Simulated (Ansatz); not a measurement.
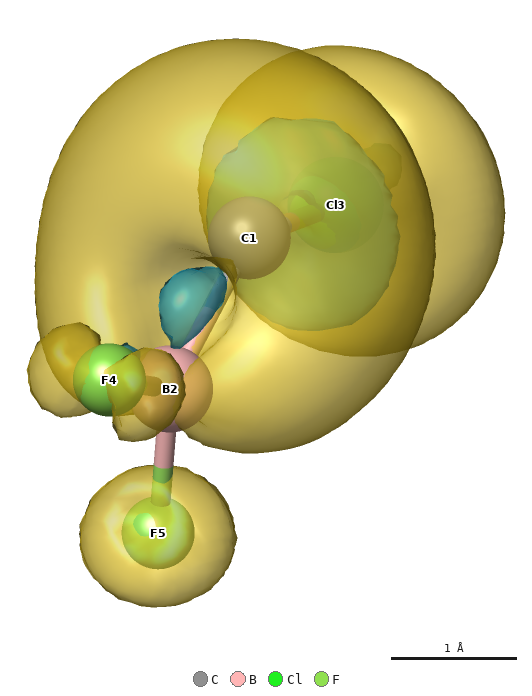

The picture shows: CBClF2 (SMILES F[B-](F)=[C+]Cl) (triplet). Isosurfaces of the spin density at +0.015 (yellow) and −0.015 e/Å³ (cyan), seen at an oblique angle.

Geometry: B3LYP-D3(BJ)/6-311G**.

Theory: isolated molecule in a Gaussian basis; Kohn-Sham density functional theory, functional PBE0 (Ansatz 0.2.0).

```csv
atom,x (Å),y (Å),z (Å)
C,-0.5517,-1.3143,0.4252
B,-1.0208,-0.4241,-0.7166
Cl,-1.2314,-1.7563,1.8779
F,-0.2571,-0.2433,-1.7827
F,-2.1974,0.1909,-0.6774
```

> Which atoms carry the spin?

The unpaired spin (2 electrons) lies mostly on C1 (about 1.3), Cl3 (about 0.4) and B2 (about 0.2), in electrons by Hirshfeld's partition.
